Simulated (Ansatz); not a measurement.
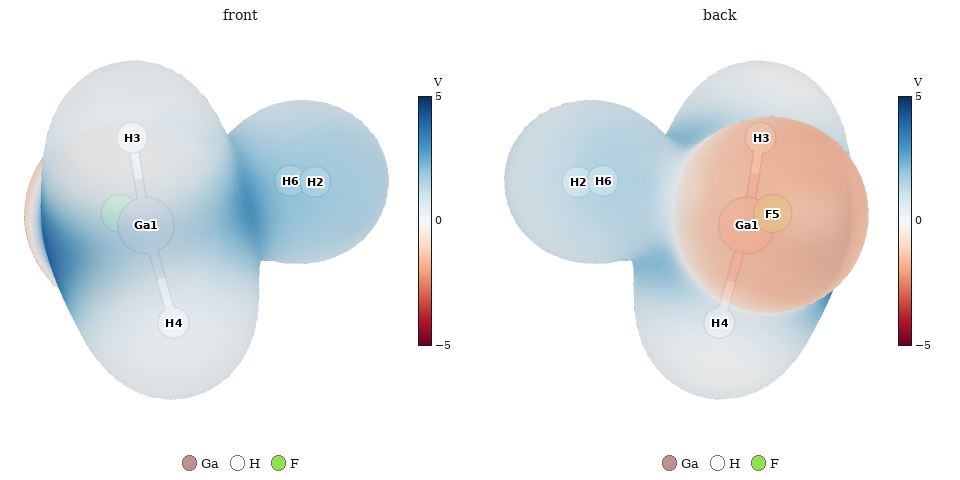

Figure. FGaH$_{2}$···H$_{2}$. The electrostatic potential painted on the density surface at 0.004 e/bohr³, seen from the front and from behind; the colour scale runs from red (negative) to blue (positive).

Method: Ansatz 0.2.0, RKS B3LYP/def2-SVP.

```xyz
6

Ga    0.0195   -0.4808   -0.4038
H     0.0142    0.1352    2.1800
H     1.4333    0.1528   -0.6026
H    -1.4172    0.1011   -0.5978
F     0.0508   -2.1940    0.0356
H     0.0277   -0.6262    2.1409
```

Question: Describe the electrostatic potential map.

Answer: The most negative region (about −1.8 V) lies over F5, the most positive (about +4.0 V) over Ga1.
